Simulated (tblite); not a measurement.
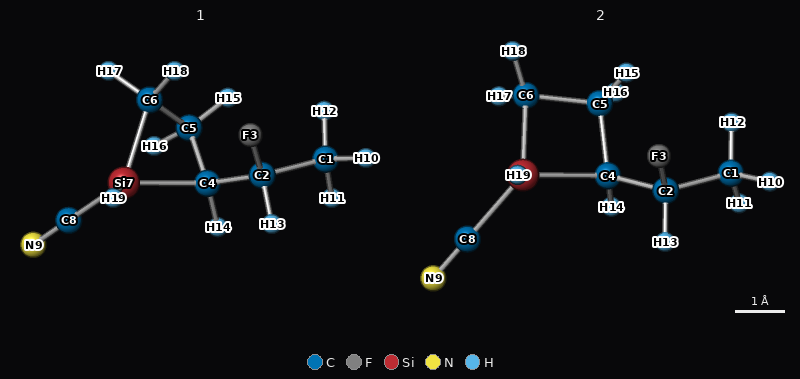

Two geometries of C$_{6}$H$_{10}$FNSi, drawn at one scale. One is the start of a relaxation, the other its converged end. Style: ball-and-stick. Shown at a tilt.

These are results of tblite, GFN2-xTB geometry optimisation, gas phase, not measurements. 

**Which geometry has the lower energy?**

Structure 2 is the relaxed one. The energy falls by 29.8 kcal/mol in 142 geometry steps. The largest move after the best rigid fit is that of H16, 1.68 Å. Largest moves by element: H 1.68 Å, N 1.11 Å, C 0.71 Å, F 0.47 Å, Si 0.17 Å. Among the contacts that change: C4–Si7 1.840 → 1.924 Å, C6–Si7 1.835 → 1.910 Å, Si7–C8 1.804 → 1.867 Å, C4–C5 1.484 → 1.546 Å. Bond angles that change, for instance: C4–C5–C6 90.1° → 100.0°, C4–C5–H15 119.0° → 110.1°, C8–Si7–H19 116.1° → 108.3°. Groups turn about C4–C5 by about 60°, C5–C6 by about 60°, C6–Si7 by about 40°.
